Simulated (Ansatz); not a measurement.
# GaBH (doublet): one geometry, many settings at a displaced geometry (v1)

What do other methods and options give for GaBH (doublet) at this geometry, and how long do they take?

Method: the settings change from run to run; program: Ansatz 0.2.0, Gaussian basis.

33 further runs of the same task are left out: 2 for a known fault of the program, 19 that didn't finish, 12 set aside as unsound or not needed.

### Step 1. The system

The geometry is a PBE0/def2-TZVP stationary point (not a proven minimum) with its atoms shifted at random (size 0.040 Å). No spin-orbit coupling is included. The filled d shell of Ga may be among the frozen orbitals whatever the setting's name suggests; the logs give the count.

3 atoms, charge 0, spin multiplicity 2.

Atoms are counted from 1 here; the program's logs count them from 0.

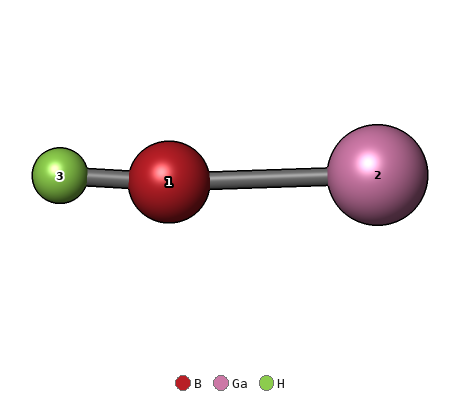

The geometry (boron red, gallium pink, hydrogen green); atoms are numbered from 1 in the order of the file.

Coordinates:

```xyz
3
BGaH
B    -0.0154   -0.0317    0.3500
Ga   -0.0163   -0.0342   -1.8458
H     0.0317    0.0659    1.4958
```

### Step 2. MP2 on ROHF/cc-pVDZ

The input, in.yaml:

```yaml
crystal:
  periodic: [false, false, false]
  atoms:
    - {symbol: B, position_ang: [-0.015433, -0.031654, 0.350043]}
    - {symbol: Ga, position_ang: [-0.016266, -0.034207, -1.845844]}
    - {symbol: H, position_ang: [0.031698, 0.065861, 1.495801]}
basis:
  gaussian: {orbitals: cc-pVDZ}
magnetization: {spin_polarized: false, initial_magnetization: 1}
correlation: {method: mp2, electrons: outside_noble_gas}
output: {forces: true}
```

The run is started by

```console
> ansatz run in.yaml --threads 1 --pin off --events-out ev --progress --plain --max-ram 2393MiB
```

Standard output, shortened:

```text
Functional definition: HF
  name "HF"
  cite "Fock, Z. Phys. 61, 126 (1930) doi:10.1007/BF01340294"
  parent pbe
[...]
501 factors; integrals over basis functions are off by at most 6.7e-4 eV
[...]
mean field -53017.96746576 eV, -1948.3743674975 hartree, gradient 2.2e-6 eV, S^2 0.750000; 8 other end points of the search recorded, 0 dependent functions left out
[...]
15 core orbitals not correlated: weight in the atoms' cores, before any rotation towards them, 0.999 or more for the frozen orbitals, at most 0.000 for the correlated occupied ones
reference -53017.96746576 eV, -1948.3743674975 hartree; 4, 3 occupied and 27, 28 virtual orbitals, 501 factors
second order -2.75801147 eV of doubles, -0.04459015 eV of singles
[...]
Total energy: -53020.77006738 eV, -1948.4773612073 hartree
Atom 0 at    -0.015433    -0.031654     0.350043 Å, force    -0.042834    -0.088808    -1.520297 eV/Å
Atom 1 at    -0.016266    -0.034207    -1.845844 Å, force    -0.008182    -0.016892    -0.099407 eV/Å
Atom 2 at     0.031698     0.065861     1.495801 Å, force     0.051017     0.105700     1.619705 eV/Å
Dipole moment:     0.007642     0.015799     0.155143 e Å
```

Run time: 28 s. Hardware: 1 thread of Intel Xeon at 2.50GHz, shared host.

### Step 3. BCCD on ROHF/cc-pVDZ

Edit in.yaml of step 2 so:

```diff
@@ -9,3 +9,3 @@
 magnetization: {spin_polarized: false, initial_magnetization: 1}
-correlation: {method: mp2, electrons: outside_noble_gas}
-output: {forces: true}
+correlation: {method: bccd, electrons: outside_noble_gas, diis_vectors: 1}
+accuracy: high
```

Same command.

Standard output, shortened:

```text
Functional definition: HF
  name "HF"
  cite "Fock, Z. Phys. 61, 126 (1930) doi:10.1007/BF01340294"
  parent pbe
[...]
890 factors; integrals over basis functions are off by at most 4.4e-9 eV
[...]
mean field -53017.96750002 eV, -1948.3743687566 hartree, gradient 1.6e-8 eV, S^2 0.750000; 11 other end points of the search recorded, 0 dependent functions left out
[...]
determinant -53017.96750002 eV, -1948.3743687566 hartree, with singles and doubles -53021.66144822 eV, -1948.5101188490 hartree
determinant -53017.96479070 eV, -1948.3742691910 hartree, with singles and doubles -53021.66027226 eV, -1948.5100756334 hartree
determinant -53015.78674260 eV, -1948.2942273998 hartree, with singles and doubles -53019.92187748 eV, -1948.4461908035 hartree
determinant -53015.78576800 eV, -1948.2941915837 hartree, with singles and doubles -53019.91712326 eV, -1948.4460160891 hartree
determinant -53017.96750002 eV, -1948.3743687566 hartree, with singles and doubles -53021.66153846 eV, -1948.5101221653 hartree
determinant -53017.96479070 eV, -1948.3742691910 hartree, with singles and doubles -53021.66024999 eV, -1948.5100748152 hartree
15 core orbitals not correlated: weight in the atoms' cores, before any rotation towards them, 0.999 or more for the frozen orbitals, at most 0.000 for the correlated occupied ones
reference -53017.96750002 eV, -1948.3743687566 hartree; 4, 3 occupied and 27, 28 virtual orbitals, 890 factors
second order -2.75802299 eV of doubles, -0.04459030 eV of singles
cycle   1  -3.69480552 eV  change   -7.7e-4 eV  update   3.1e-3
[...]
cycle  37  -3.69329392 eV  change   2.2e-11 eV  update  8.6e-10
Total energy: -53021.66079394 eV, -1948.5100948047 hartree
```

Run time: 46 s. Hardware: 1 thread of Intel Xeon at 2.50GHz, shared host.

From the report: correlation -3.6933 eV; largest double amplitude 0.08.

### Step 4. MRCISD+Q(7,6)/6-31G

Edit in.yaml of step 3 so:

```diff
@@ -7,5 +7,4 @@
 basis:
-  gaussian: {orbitals: cc-pVDZ}
+  gaussian: {orbitals: 6-31G}
 magnetization: {spin_polarized: false, initial_magnetization: 1}
-correlation: {method: bccd, electrons: outside_noble_gas, diis_vectors: 1}
-accuracy: high
+correlation: {method: fic_mrcisd_q, electrons: outside_noble_gas, active_space: {window: {electrons: 7, orbitals: 6}}}
```

Launched as before.

Standard output:

```text
Functional definition: HF
  name "HF"
  cite "Fock, Z. Phys. 61, 126 (1930) doi:10.1007/BF01340294"
  parent pbe
  exchange = exact_x
  correlation = 0
410 factors; integrals over basis functions are off by at most 2.4e-4 eV
mean field evaluation 1: about -53008.9955 eV, gradient 7.9e0 eV
mean field evaluation 2: about -53009.0110 eV, gradient 8.0e0 eV
mean field evaluation 4: about -53009.6167 eV, gradient 1.0e0 eV
mean field evaluation 8: about -53009.6481 eV, gradient 2.3e-1 eV
mean field evaluation 16: about -53009.6489 eV, gradient 3.5e-3 eV
mean field evaluation 32: about -53009.6521 eV, gradient 1.9e-2 eV
mean field evaluation 64: about -53009.6488 eV, gradient 2.6e-4 eV
mean field evaluation 96: about -53009.6488 eV, gradient 4.1e-5 eV
mean field evaluation 128: about -53009.6522 eV, gradient 1.3e-2 eV
mean field evaluation 160: about -53009.6490 eV, gradient 5.4e-1 eV
mean field evaluation 192: about -53009.6489 eV, gradient 8.9e-4 eV
mean field -53009.65220749 eV, -1948.0687873923 hartree, gradient 2.7e-6 eV, S^2 0.750000; 9 other end points of the search recorded, 0 dependent functions left out
reference -53009.65220749 eV, -1948.0687873923 hartree; 19, 18 occupied and 21, 22 virtual orbitals, 410 factors
state -53010.43737141 eV, -1948.0976416343 hartree
contracted CI cycle   1: correlation 0.00000000 eV, 0.0000000000 hartree, residual 8.10e0 eV
contracted CI cycle   2: correlation -1.46701893 eV, -0.0539119514 hartree, residual 2.22e0 eV
contracted CI cycle   3: correlation -1.59962091 eV, -0.0587849841 hartree, residual 7.96e-1 eV
contracted CI cycle   4: correlation -1.61867382 eV, -0.0594851657 hartree, residual 3.32e-1 eV
contracted CI cycle   5: correlation -1.62230383 eV, -0.0596185662 hartree, residual 1.66e-1 eV
contracted CI cycle   6: correlation -1.62331361 eV, -0.0596556750 hartree, residual 9.26e-2 eV
contracted CI cycle   7: correlation -1.62361617 eV, -0.0596667938 hartree, residual 4.99e-2 eV
contracted CI cycle   8: correlation -1.62369398 eV, -0.0596696533 hartree, residual 2.13e-2 eV
contracted CI cycle   9: correlation -1.62370712 eV, -0.0596701359 hartree, residual 7.71e-3 eV
contracted CI cycle  10: correlation -1.62370868 eV, -0.0596701934 hartree, residual 2.64e-3 eV
contracted CI cycle  11: correlation -1.62370886 eV, -0.0596702001 hartree, residual 8.63e-4 eV
state -53010.43737141 eV, -1948.0976416343 hartree; corrected -53012.15812582 eV, -1948.1608781926 hartree
state -53010.27482696 eV, -1948.0916682359 hartree
contracted CI cycle   1: correlation 0.00000000 eV, 0.0000000000 hartree, residual 8.55e0 eV
contracted CI cycle   2: correlation -1.64798898 eV, -0.0605624782 hartree, residual 1.95e0 eV
contracted CI cycle   3: correlation -1.75663192 eV, -0.0645550324 hartree, residual 6.31e-1 eV
contracted CI cycle   4: correlation -1.76795423 eV, -0.0649711196 hartree, residual 2.08e-1 eV
contracted CI cycle   5: correlation -1.76923075 eV, -0.0650180307 hartree, residual 8.16e-2 eV
contracted CI cycle   6: correlation -1.76942392 eV, -0.0650251298 hartree, residual 2.86e-2 eV
contracted CI cycle   7: correlation -1.76945094 eV, -0.0650261225 hartree, residual 1.19e-2 eV
contracted CI cycle   8: correlation -1.76945567 eV, -0.0650262965 hartree, residual 5.25e-3 eV
contracted CI cycle   9: correlation -1.76945652 eV, -0.0650263277 hartree, residual 2.05e-3 eV
contracted CI cycle  10: correlation -1.76945666 eV, -0.0650263330 hartree, residual 1.02e-3 eV
state -53010.27482696 eV, -1948.0916682359 hartree; corrected -53012.14933754 eV, -1948.1605552292 hartree
state -53010.43737141 eV, -1948.0976416343 hartree; corrected -53012.15812582 eV, -1948.1608781926 hartree
Total energy: -53012.15812582 eV, -1948.1608781926 hartree
```

Wall time 20 s (1 thread of Intel Xeon at 2.50GHz, shared host).

From the report: 300 determinants; active occupations 2.00, 1.98, 1.95, 0.99, 0.05, 0.03.

### Step 5. CCSDT(Q)/STO-3G

The input, in.yaml:

```yaml
crystal:
  periodic: [false, false, false]
  atoms:
    - {symbol: B, position_ang: [-0.015433, -0.031654, 0.350043]}
    - {symbol: Ga, position_ang: [-0.016266, -0.034207, -1.845844]}
    - {symbol: H, position_ang: [0.031698, 0.065861, 1.495801]}
basis:
  gaussian: {orbitals: STO-3G}
magnetization: {spin_polarized: true, initial_magnetization: 1}
hamiltonian: {xc: {name: PBE0}}
correlation: {method: ccsdt_q, electrons: valence}
```

The command is unchanged.

Standard output, shortened:

```text
Functional definition: PBE0
  name "PBE0"
  cite "Adamo & Barone, J. Chem. Phys. 110, 6158 (1999) doi:10.1063/1.478522"
  cite "Perdew, Burke & Ernzerhof, Phys. Rev. Lett. 77, 3865 (1996) doi:10.1103/PhysRevLett.77.3865"
  parent pbe
[...]
304 factors; integrals over basis functions are off by at most 5.1e-8 eV
[...]
mean field -52435.61359026 eV, -1926.9732573066 hartree, gradient 7.8e-6 eV, S^2 1.756676; 16 other end points of the search recorded, 0 dependent functions left out
10 core orbitals not correlated: weight in the atoms' cores, before any rotation towards them, 0.999 or more for the frozen orbitals, at most 0.001 for the correlated occupied ones
reference -52403.29530859 eV, -1925.7855823612 hartree; 9, 8 occupied and 5, 6 virtual orbitals, 304 factors
second order -2.08926386 eV of doubles, -0.29012362 eV of singles
cycle   1  -2.63743750 eV  change   -3.8e-1 eV  update   8.6e-2
[...]
cycle 213  -3.09896789 eV  change   -4.5e-7 eV  update   1.9e-6
perturbative correction -0.02086046 eV, -0.0007666077 hartree
WARN: the results are in doubt because among natural orbitals full CI differs from the method by +0.101 eV
Total energy: -52406.41513693 eV, -1925.9002339383 hartree
In doubt: among natural orbitals full CI differs from the method by +0.101 eV
```

Run time: 77 s. Hardware: 1 thread of Intel Xeon at 2.50GHz, shared host.

From the report: ⟨S²⟩ of the determinant 1.757 (pure doublet: 0.75); correlation -3.1198 eV; T1 0.037; largest double amplitude 0.23. The determinant is far from a pure spin state, so its energy mixes those of several spin states (harmless only where they are near-degenerate, as at dissociation). The orbitals are Kohn-Sham ones, so correlation energy and T1 don't compare with those on Hartree-Fock orbitals. Mind the lines of doubt at the end of the log.

### Step 6. CISD/cc-pVTZ

The input, in.yaml:

```yaml
crystal:
  periodic: [false, false, false]
  atoms:
    - {symbol: B, position_ang: [-0.015433, -0.031654, 0.350043]}
    - {symbol: Ga, position_ang: [-0.016266, -0.034207, -1.845844]}
    - {symbol: H, position_ang: [0.031698, 0.065861, 1.495801]}
basis:
  gaussian: {orbitals: cc-pVTZ}
magnetization: {spin_polarized: false, initial_magnetization: 1}
correlation: {active_space: {ras: {orbitals: [3, 1, 68], electrons: 7, max_holes: 2, max_particles: 2}, fixed_orbitals: true}}
```

Same command.

Standard output:

```text
Functional definition: HF
  name "HF"
  cite "Fock, Z. Phys. 61, 126 (1930) doi:10.1007/BF01340294"
  parent pbe
  exchange = exact_x
  correlation = 0
542 factors; integrals over basis functions are off by at most 1.8e-3 eV
mean field evaluation 1: about -53019.2951 eV, gradient 9.3e0 eV
mean field evaluation 2: about -53019.2958 eV, gradient 9.3e0 eV
mean field evaluation 4: about -53020.0016 eV, gradient 1.1e0 eV
mean field evaluation 8: about -53020.0161 eV, gradient 7.9e-2 eV
mean field evaluation 16: about -53020.0164 eV, gradient 1.7e-1 eV
mean field evaluation 32: about -53020.0189 eV, gradient 2.3e-4 eV
mean field evaluation 64: about -53019.1525 eV, gradient 9.0e0 eV
mean field evaluation 96: about -53020.0169 eV, gradient 4.4e-2 eV
mean field -53020.01891090 eV, -1948.4497567158 hartree, gradient 3.3e-10 eV, S^2 0.750000; 8 other end points of the search recorded, 0 dependent functions left out
reference -53020.01891090 eV, -1948.4497567158 hartree; 19, 18 occupied and 68, 69 virtual orbitals, 542 factors
state -53023.97267731 eV, -1948.5950549517 hartree
Total energy: -53023.97267731 eV, -1948.5950549517 hartree
```

Run time: 30 s. Hardware: 1 thread of Intel Xeon at 2.50GHz, shared host.

From the report: 60,648 determinants.

### Step 7. BCCD(T) on UHF/cc-pVDZ

The input, in.yaml:

```yaml
crystal:
  periodic: [false, false, false]
  atoms:
    - {symbol: B, position_ang: [-0.015433, -0.031654, 0.350043]}
    - {symbol: Ga, position_ang: [-0.016266, -0.034207, -1.845844]}
    - {symbol: H, position_ang: [0.031698, 0.065861, 1.495801]}
basis:
  gaussian: {orbitals: cc-pVDZ}
magnetization: {spin_polarized: true, initial_magnetization: 1}
correlation: {method: bccd_t, electrons: outside_noble_gas}
output: {forces: true}
```

Same command.

Standard output, shortened:

```text
Functional definition: HF
  name "HF"
  cite "Fock, Z. Phys. 61, 126 (1930) doi:10.1007/BF01340294"
  parent pbe
[...]
501 factors; integrals over basis functions are off by at most 6.7e-4 eV
[...]
mean field -53018.08627729 eV, -1948.3787337410 hartree, gradient 3.3e-10 eV, S^2 1.078322; 35 other end points of the search recorded, 0 dependent functions left out
determinant -53018.08627729 eV, -1948.3787337410 hartree, with singles and doubles -53021.62336742 eV, -1948.5087194057 hartree
determinant -53018.08618017 eV, -1948.3787301717 hartree, with singles and doubles -53021.62275839 eV, -1948.5086970241 hartree
determinant -53018.07126913 eV, -1948.3781822011 hartree, with singles and doubles -53021.62554436 eV, -1948.5087994068 hartree
determinant -53018.04955816 eV, -1948.3773843377 hartree, with singles and doubles -53021.66358219 eV, -1948.5101972713 hartree
[...]
15 core orbitals not correlated: weight in the atoms' cores, before any rotation towards them, 0.999 or more for the frozen orbitals, at most 0.000 for the correlated occupied ones
reference -53018.04955816 eV, -1948.3773843377 hartree; 4, 3 occupied and 27, 28 virtual orbitals, 501 factors
second order -2.71052544 eV of doubles, -0.00000000 eV of singles
cycle   1  -3.61360760 eV  change    3.7e-4 eV  update   4.2e-3
[...]
cycle  14  -3.61155809 eV  change    6.0e-8 eV  update   6.3e-7
perturbative correction -0.09959782 eV, -0.0036601525 hartree
[...]
Total energy: -53021.76071408 eV, -1948.5137668021 hartree
Atom 0 at    -0.015433    -0.031654     0.350043 Å, force    -0.061875    -0.128047    -1.574191 eV/Å
Atom 1 at    -0.016266    -0.034207    -1.845844 Å, force    -0.003481    -0.007236    -0.173699 eV/Å
Atom 2 at     0.031698     0.065861     1.495801 Å, force     0.065355     0.135282     1.747890 eV/Å
Dipole moment:     0.007318     0.015124     0.133921 e Å
```

It took 1.9 min on 1 thread of Intel Xeon at 2.50GHz, shared host.

From the report: ⟨S²⟩ of the determinant 0.771 (pure doublet: 0.75); correlation -3.7112 eV; largest double amplitude 0.08.

### Step 8. CCSD on UHF/6-31G

Edit in.yaml of step 7 so:

```diff
@@ -7,5 +7,4 @@
 basis:
-  gaussian: {orbitals: cc-pVDZ}
+  gaussian: {orbitals: 6-31G}
 magnetization: {spin_polarized: true, initial_magnetization: 1}
-correlation: {method: bccd_t, electrons: outside_noble_gas}
-output: {forces: true}
+correlation: {method: ccsd, electrons: outside_noble_gas}
```

Launched as before.

Standard output, shortened:

```text
Functional definition: HF
  name "HF"
  cite "Fock, Z. Phys. 61, 126 (1930) doi:10.1007/BF01340294"
  parent pbe
[...]
410 factors; integrals over basis functions are off by at most 2.4e-4 eV
[...]
mean field -53009.71697654 eV, -1948.0711676113 hartree, gradient 2.3e-6 eV, S^2 0.997210; 36 other end points of the search recorded, 0 dependent functions left out
determinant -53009.71697654 eV, -1948.0711676113 hartree, with singles and doubles -53012.05217684 eV, -1948.1569846395 hartree
determinant -53009.71675011 eV, -1948.0711592899 hartree, with singles and doubles -53012.05173398 eV, -1948.1569683645 hartree
determinant -53009.70260562 eV, -1948.0706394897 hartree, with singles and doubles -53012.05542232 eV, -1948.1571039085 hartree
determinant -53009.69697850 eV, -1948.0704326969 hartree, with singles and doubles -53012.07781637 eV, -1948.1579268748 hartree
[...]
determinant -53009.70260562 eV, -1948.0706394897 hartree, with singles and doubles -53012.07261159 eV, -1948.1577356024 hartree
determinant -53009.69697850 eV, -1948.0704326969 hartree, with singles and doubles -53012.07757670 eV, -1948.1579180668 hartree
determinant -53009.69694553 eV, -1948.0704314851 hartree, with singles and doubles -53012.07757280 eV, -1948.1579179237 hartree
determinant -53009.69111924 eV, -1948.0702173730 hartree, with singles and doubles -53012.07703376 eV, -1948.1578981143 hartree
15 core orbitals not correlated: weight in the atoms' cores, before any rotation towards them, 0.996 or more for the frozen orbitals, at most 0.001 for the correlated occupied ones
reference -53009.69697850 eV, -1948.0704326969 hartree; 4, 3 occupied and 21, 22 virtual orbitals, 410 factors
second order -1.66574703 eV of doubles, -0.00000000 eV of singles
cycle   1  -2.38059770 eV  change    4.9e-7 eV  update   4.0e-6
Total energy: -53012.07757620 eV, -1948.1579180487 hartree
```

It took 67 s on 1 thread of Intel Xeon at 2.50GHz, shared host.

From the report: ⟨S²⟩ of the determinant 0.765 (pure doublet: 0.75); correlation -2.3806 eV; T1 0.024; largest double amplitude 0.08.

### Step 9. The runs in one table

 † marks a result that the program doubts.

```csv
level,correlated,functions,energy (eV),time
MP2 on ROHF/cc-pVDZ,outside noble gas,46,-53020.7701,28 s
BCCD on ROHF/cc-pVDZ,outside noble gas,46,-53021.6608,46 s
"MRCISD+Q(7,6)/6-31G",outside noble gas,40,-53012.1581,20 s
CCSDT(Q)/STO-3G (on PBE0 orbitals) †,valence,24,-52406.4151,77 s
CISD/cc-pVTZ,outside noble gas,87,-53023.9727,30 s
BCCD(T) on UHF/cc-pVDZ,outside noble gas,46,-53021.7607,1.9 min
CCSD on UHF/6-31G,outside noble gas,40,-53012.0776,67 s
```

### Step 10. Results

```
quantity                            value
    runs                                7
quickest        MRCISD+Q(7,6)/6-31G, 20 s
 slowest  BCCD(T) on UHF/cc-pVDZ, 1.9 min
```

What this shows: Total energies in different bases, with other cores or another treatment of relativity can't be set against each other. BCCD(T) on UHF/cc-pVDZ took 6 times as long as MRCISD+Q(7,6)/6-31G; the jobs differ in more than the method.
